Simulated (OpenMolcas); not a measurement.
# AlClOF (SMILES [O][Al]([F])[Cl]) at 5 levels

Aim: a comparison of 5 runs (UHF/3-21G, UB3LYP/6-31G*, UM06-2X/6-311+G**, UTPSS/6-311+G**) of AlClOF. 

Program for the calculation: OpenMolcas 26.06.

## (1) The system as given

AlClOF has 4 atoms, charge 0, and is taken as a doublet. SMILES: `[O][Al]([F])[Cl]`. The coordinates come from a PBE0-D4/def2-TZVP relaxation.

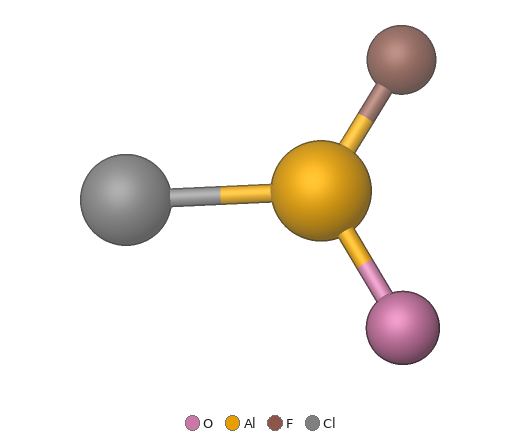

The structure, seen from a chosen angle (oxygen pink, aluminium amber, fluorine brown, chlorine grey).

## (2) Energy and gradient at UHF/3-21G (run 1)

test.inp reads:

```
* AlClFO Hartree-Fock
&GATEWAY
BasLib=$CurrDir
Coord
4
angstrom
O        0.993300       0.591700       1.294800
Al       0.061900      -0.095200       0.016700
F        0.278100      -1.671200      -0.348900
Cl      -1.277700       1.114400      -0.982900
Basis=3-21G
Group=NoSym
&SEWARD
&SCF
UHF
Spin=2
Thresholds=1e-10 1e-07 1e-07 1e-05
PrOrbitals=0
&ALASKA
```

The basis set 3-21G is read from a file made from the Basis Set Exchange's data (not shown).

The run is started by

```sh
$ export MOLCAS_MEM=1860
$ pymolcas test.inp > test.log
```

What it wrote:

```text
--- Start Module: gateway ---
[...]
--- Stop Module: gateway /rc=_RC_ALL_IS_WELL_ ---
[...]
      Basis functions           44
[...]
--- Start Module: scf ---
[...]
       Convergence after  21 Iterations
[...]
::    Total SCF energy                               -871.3903564452
[...]
      Total spin, S                                     0.5020337761
[...]
      Total electronic charge=   47.000000
      Total            charge=   -0.000000
[...]
      Dipole Moment (debye):
      Origin of the operator (angstrom)=   -0.2253    0.1456   -0.2046
                   X=  2.4181E-01               Y= -4.5124E-01               Z=  9.1504E-02           Total=  5.2006E-01
      Quadrupole Moment (debye*angstrom):
[...]
--- Stop Module: scf /rc=_RC_ALL_IS_WELL_ ---
[...]
--- Start Module: alaska ---
[...]
 *              Molecular gradients               *
 **************************************************
  Irreducible representation: a
 ------------------------------------------------------------------------------------------
                              X                       Y                       Z
 ------------------------------------------------------------------------------------------
  O1               -9.21815037815676E-03   -4.21997320561385E-03   -1.16653062583261E-02
  AL2              -1.39652471438909E-02    2.18442080224446E-02   -6.89729546469575E-03
  F3               -1.20047988887828E-03    3.45532836506024E-03    9.37205991435874E-06
  CL4               2.43838774109264E-02   -2.10795631818534E-02    1.85532296631230E-02
 ------------------------------------------------------------------------------------------
--- Stop Module: alaska /rc=_RC_ALL_IS_WELL_ ---
[...]
```

Run time: 2.4 s. Hardware: 1 thread of Arm Neoverse V2, shared host; peak memory 0.38 GiB.

## (3) Energy and gradient at UB3LYP/6-31G(d) (spherical functions) (run 2)

run.inp reads:

```
&gateway
  baslib=$CurrDir
  coord
  4
  angstrom
  O        0.993300       0.591700       1.294800
  Al       0.061900      -0.095200       0.016700
  F        0.278100      -1.671200      -0.348900
  Cl      -1.277700       1.114400      -0.982900
  basis=6-31Gs
  group=NoSym

&seward
  gridinput
  Grid=UltraFine
  End of Grid

&scf
  uhf
  spin=2
  ksdft=B3LYP
  thresholds=1e-10 1e-07 1e-07 1e-05
  prorbitals=1 1

&alaska
```

The basis set 6-31G* is read from a file made from the Basis Set Exchange's data (not shown).

The run is started by

```sh
$ export MOLCAS_MEM=1860
$ pymolcas run.inp > run.log
```

What it wrote:

```text
--- Start Module: gateway ---
[...]
--- Stop Module: gateway /rc=_RC_ALL_IS_WELL_ ---
[...]
      Basis functions           64
[...]
--- Start Module: scf ---
[...]
       Convergence after  18 Iterations
[...]
::    Total KS-DFT energy                            -877.7882731858
[...]
      Total spin, S                                     0.5014632212
[...]
      Total electronic charge=   47.000000
      Total            charge=   -0.000000
[...]
      Dipole Moment (debye):
      Origin of the operator (angstrom)=   -0.2253    0.1456   -0.2046
                   X= -2.1712E-01               Y= -1.1090E-01               Z= -2.7919E-01           Total=  3.7066E-01
      Quadrupole Moment (debye*angstrom):
[...]
--- Stop Module: scf /rc=_RC_ALL_IS_WELL_ ---
[...]
--- Start Module: alaska ---
[...]
 *              Molecular gradients               *
 **************************************************
  Irreducible representation: a
 ------------------------------------------------------------------------------------------
                              X                       Y                       Z
 ------------------------------------------------------------------------------------------
  O1               -4.68628446966335E-03   -3.72044354535195E-03   -6.53136614653960E-03
  AL2               6.77308367321050E-04    9.96559063280333E-04    1.11860535594444E-03
  F3               -8.97224716797762E-04    7.22695894999958E-03    1.77946839173693E-03
  CL4               4.90620081918536E-03   -4.50307446798526E-03    3.63329239885601E-03
 ------------------------------------------------------------------------------------------
--- Stop Module: alaska /rc=_RC_ALL_IS_WELL_ ---
[...]
```

Wall time 17 s (1 thread of Arm Neoverse V2, shared host); peak memory 0.4 GiB.

Runs 3 to 4 aren't shown in full; the table further down has their settings and results.

## (4) A single-point energy at UTPSS/6-311+G(d,p) (run 5)

input.xyz reads:

```xyz
4

O      0.993300     0.591700     1.294800
Al     0.061900    -0.095200     0.016700
F      0.278100    -1.671200    -0.348900
Cl    -1.277700     1.114400    -0.982900
```

test.input reads:

```
* AlClFO Kohn-Sham DFT
>>> EXPORT MOLCAS_PRINT=2

&GATEWAY
  BasLib=$CurrDir
  Coord=input.xyz
  Basis=6-311pGss
  Group=NoSym

&SEWARD
  GridInput
  Grid=UltraFine
  End of Grid

&SCF
  UHF
  Spin=2
  KSDFT=2
  1.0 MGGA_X_TPSS
  1.0 MGGA_C_TPSS
  Thresholds=1e-10 1e-07 1e-07 1e-05
  PrOrbitals=0
```

The basis set 6-311+G** is read from a file made from the Basis Set Exchange's data (not shown).

The run is started by

```sh
$ export MOLCAS_MEM=1860
$ pymolcas test.input > test.log
```

What it wrote:

```text
--- Start Module: gateway ---
[...]
--- Stop Module: gateway /rc=_RC_ALL_IS_WELL_ ---
--- Start Module: seward ---
[...]
      Basis functions          104
--- Stop Module: seward /rc=_RC_ALL_IS_WELL_ ---
[...]
--- Start Module: scf ---
[...]
       Convergence after  22 Iterations
[...]
::    Total KS-DFT energy                            -877.9201943234
[...]
      Total spin, S                                     0.5014338978
[...]
      Total electronic charge=   47.000000
      Total            charge=   -0.000000
[...]
      Dipole Moment (debye):
      Origin of the operator (angstrom)=   -0.2253    0.1456   -0.2046
                   X= -4.8048E-01               Y=  1.0486E-01               Z= -4.8413E-01           Total=  6.9010E-01
      Quadrupole Moment (debye*angstrom):
[...]
--- Stop Module: scf /rc=_RC_ALL_IS_WELL_ ---
[...]
```

It took 52 s on 1 thread of Arm Neoverse V2, shared host; peak memory 0.59 GiB.

## (5) The series

| run | level | integration grid | Cartesian functions | energy (Eh) | dipole moment (D) | HOMO energy (eV) | LUMO energy (eV) | wall time |
| --- | --- | --- | --- | --- | --- | --- | --- | --- |
| 1 | UHF/3-21G | – | no | -871.390356 | 0.52 | -13.36 | 1.53 | 2.4 s |
| 2 | UB3LYP/6-31G* (spherical functions) | UltraFine | no | -877.788273 | 0.37 | -9.11 | -5.34 | 17 s |
| 3 | UB3LYP/6-31G* (Cartesian functions) | UltraFine | yes | -877.796248 | 0.37 | -9.12 | -5.34 | 18 s |
| 4 | UM06-2X/6-311+G** | UltraFine | no | -877.779262 | 0.53 | -11.37 | -3.75 | 47 s |
| 5 | UTPSS/6-311+G** | UltraFine | no | -877.920194 | 0.69 | -8.17 | -6.67 | 52 s |

## (6) What came out

| quantity | value |
| --- | --- |
| run 5: total energy | -877.92019 Eh |
| run 5: dipole moment | 0.69 D |
| run 5: HOMO energy (highest over α and β) | -8.17 eV |
| run 5: LUMO energy (lowest over α and β) | -6.67 eV |
| run 5: ⟨S²⟩ | 0.753 |

The dipole moment (its size) runs from 0.37 D (UB3LYP/6-31G*) to 0.69 D (UTPSS/6-311+G**). The two ends differ in method and basis. Totals of different functionals can't be ranked against each other. All runs together took 2.3 min, the longest 52 s.
